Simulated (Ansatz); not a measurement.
What x(Ge) = 0.5, 8 atoms, Cm does to Si

Consider Si in the diamond structure (space group Fd-3m, No. 227; a = 5.434 Å).

The other end (x = 1) is Ge in the diamond structure (space group Fd-3m, No. 227): 22.86 Å³/atom, gap zero.

Modification: a fraction x = 0.5 of the Si sites is given to Ge, ordered in a cell of 8 atoms (starting symmetry Cm) and fully relaxed.

All numbers come from PBEsol (Ansatz, a first-principles code, PAW, no spin-orbit coupling). Γ-centred 9×9×5 mesh, Fermi–Dirac width 0.05 eV, for the changed cell.

```json
[
 {"quantity": "volume per atom", "base": "20.05 Å³", "changed": "21.28 Å³", "shift": "+1.222 Å³"},
 {"quantity": "density", "base": "2.33 g/cm³", "changed": "3.93 g/cm³", "shift": "+1.605 g/cm³"},
 {"quantity": "shortest interatomic distance", "base": "2.353 Å", "changed": "2.348 Å", "shift": "-0.005 Å"},
 {"quantity": "band gap (an upper bound: an edge found on the path is not a true extremum; the changed cell)", "base": "0.47 eV", "changed": "0.44 eV", "shift": "-0.024 eV"},
 {"quantity": "mixing energy (to 0.01 eV only: unlike meshes or grids)", "base": "–", "changed": "+0.01 eV/atom", "shift": "–"},
 {"quantity": "deviation of the volume from the linear (Vegard-type) interpolation", "base": "–", "changed": "-0.8 %", "shift": "–"}
]
```

Final structure:

```yaml
crystal:
  lattice:
    - [6.49652, -1.96055, 0.00000]
    - [6.49652, 1.96055, 0.00000]
    - [-1.18078, 0.00000, 6.68191]
  atoms:
    - { symbol: Si, position: [0.12535, 0.12535, 0.37359] }
    - { symbol: Si, position: [0.62265, 0.62265, 0.87592] }
    - { symbol: Si, position: [0.37558, 0.37558, 0.12098] }
    - { symbol: Ge, position: [0.87661, 0.87661, 0.63006] }
    - { symbol: Ge, position: [0.68481, 0.68481, 0.56301] }
    - { symbol: Ge, position: [0.18781, 0.18781, 0.06107] }
    - { symbol: Ge, position: [0.93817, 0.93817, 0.30799] }
    - { symbol: Si, position: [0.43903, 0.43903, 0.81738] }
```

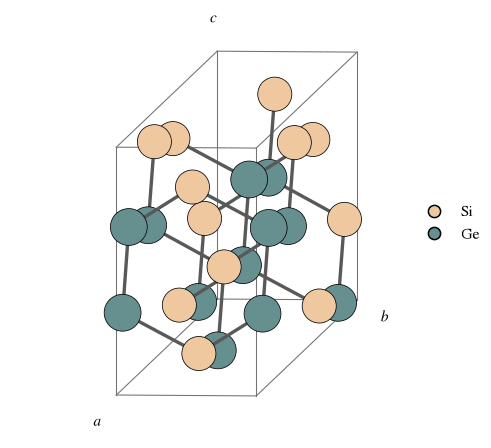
Fig. 1. The relaxed conventional cell after the change

These are small ordered cells, not random alloys; other orderings at the same x differ. Whether these cells are dynamically stable was not tested. The zero or small gap of Ge can change with the level of theory.
